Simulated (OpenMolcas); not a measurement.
# C2HClF4 (1,1,1,2-tetrafluorochloroethane) at M06-2X/cc-pVTZ (RICD fitting)

What is the vertical singlet–triplet gap of C2HClF4 (1,1,1,2-tetrafluorochloroethane) at M06-2X/cc-pVTZ (RICD fitting)? 

The results are computed with OpenMolcas 26.06.

## 1. Starting point

C2HClF4: 8 atoms, total charge 0, spin state singlet. SMILES: `FC(Cl)C(F)(F)F`. Geometry: relaxed at GFN2-xTB.

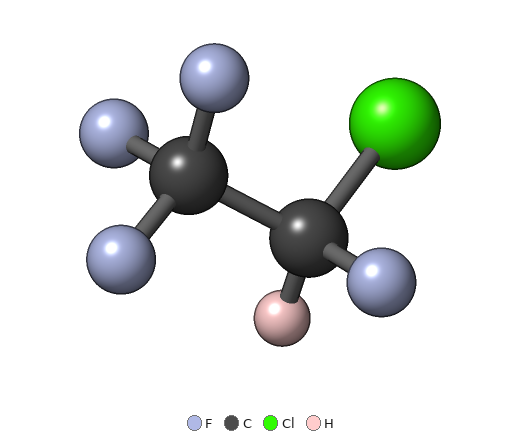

The structure, seen from a chosen angle (fluorine light blue, carbon dark grey, chlorine green, hydrogen pink).

## 2. A single-point energy at M06-2X/cc-pVTZ (RICD fitting)

The input, job.inp:

```
&GATEWAY
BasLib
$CurrDir
Coord
8
angstrom
F       -1.003260      -1.028440       1.043270
C       -0.035700      -0.765540       0.140610
Cl       1.554140      -1.176970       0.817380
C       -0.062960       0.734550      -0.212650
F        0.867250       1.012270      -1.128180
F        0.149790       1.516600       0.837040
F       -1.244310       1.072050      -0.738090
H       -0.224950      -1.364510      -0.759370
Basis
cc-pVTZ
Group
NoSym
RICD
&SEWARD
GridInput
Grid=Fine
End of Grid
&SCF
KSDFT
M062X
PrOrbitals
0
```

The basis set cc-pVTZ is read from a file made from the Basis Set Exchange's data (not shown).

Started as:

```console
$ export MOLCAS_MEM=1860
$ pymolcas job.inp > job.log
```

Log:

```text
--- Start Module: gateway ---
[...]
--- Stop Module: gateway /rc=_RC_ALL_IS_WELL_ ---
--- Start Module: seward ---
[...]
      Basis functions          228
--- Stop Module: seward /rc=_RC_ALL_IS_WELL_ ---
[...]
--- Start Module: scf ---
[...]
       Convergence after  12 Iterations
[...]
::    Total KS-DFT energy                            -936.4265581595
[...]
      Total spin, S                                     0.0000000000
[...]
      Total electronic charge=   66.000000
      Total            charge=   -0.000000
[...]
      Dipole Moment (debye):
      Origin of the operator (angstrom)=    0.2174    0.0439    0.2002
                   X= -2.3837E-02               Y= -1.1580E+00               Z= -9.7216E-01           Total=  1.5122E+00
      Quadrupole Moment (debye*angstrom):
[...]
--- Stop Module: scf /rc=_RC_ALL_IS_WELL_ ---
[...]
```

It took 69 s on 1 thread of Arm Neoverse V1, shared host; peak memory 0.32 GiB.

## 3. The triplet

The input, job.input:

```
>>> EXPORT MOLCAS_PRINT=2
&GATEWAY
BasLib=$CurrDir
Coord
8
angstrom
F       -1.003260      -1.028440       1.043270
C       -0.035700      -0.765540       0.140610
Cl       1.554140      -1.176970       0.817380
C       -0.062960       0.734550      -0.212650
F        0.867250       1.012270      -1.128180
F        0.149790       1.516600       0.837040
F       -1.244310       1.072050      -0.738090
H       -0.224950      -1.364510      -0.759370
Basis=cc-pVTZ
Group=NoSym
RICD
&SEWARD
GridInput
Grid=Fine
End of Grid
&SCF
UHF
Spin=3
KSDFT=M062X
PrOrbitals=0
```

The basis set cc-pVTZ is read from a file made from the Basis Set Exchange's data (not shown).

Started as:

```console
$ export MOLCAS_MEM=1860
$ pymolcas job.input > job.log
```

Log:

```text
--- Start Module: gateway ---
[...]
--- Stop Module: gateway /rc=_RC_ALL_IS_WELL_ ---
--- Start Module: seward ---
[...]
      Basis functions          228
--- Stop Module: seward /rc=_RC_ALL_IS_WELL_ ---
[...]
--- Start Module: scf ---
[...]
       Convergence after  27 Iterations
[...]
::    Total KS-DFT energy                            -936.1653711896
[...]
      Total spin, S                                     1.0016023727
[...]
      Total electronic charge=   66.000000
      Total            charge=   -0.000000
[...]
      Dipole Moment (debye):
      Origin of the operator (angstrom)=    0.2174    0.0439    0.2002
                   X=  1.0015E+00               Y= -1.5637E+00               Z= -5.1521E-01           Total=  1.9271E+00
      Quadrupole Moment (debye*angstrom):
[...]
--- Stop Module: scf /rc=_RC_ALL_IS_WELL_ ---
[...]
```

Run time: 4.5 min. Hardware: 1 thread of Arm Neoverse V1, shared host; peak memory 0.33 GiB.

## 4. Results

At M06-2X/cc-pVTZ (RICD fitting):

| quantity | value |
| --- | --- |
| singlet: total energy | -936.42656 Eh |
| singlet: dipole moment | 1.51 D |
| singlet: HOMO energy | -10.97 eV |
| singlet: LUMO energy | 0.97 eV |
| singlet: HOMO–LUMO gap | 11.94 eV |
| triplet: total energy | -936.16537 Eh |
| triplet: dipole moment | 1.93 D |
| triplet: HOMO energy (highest over α and β) | -4.07 eV |
| triplet: ⟨S²⟩ | 2.005 |
| vertical energy of the triplet above the singlet | 7.107 eV |

This program's gradients are faulty for this kind of reference, so any forces in the log (triplet) can't be trusted; the energy can. At this shape the triplet lies 7.11 eV (686 kJ/mol) above the singlet. Mulliken charges (triplet) run from -0.20 on F1 to +0.45 on C4.
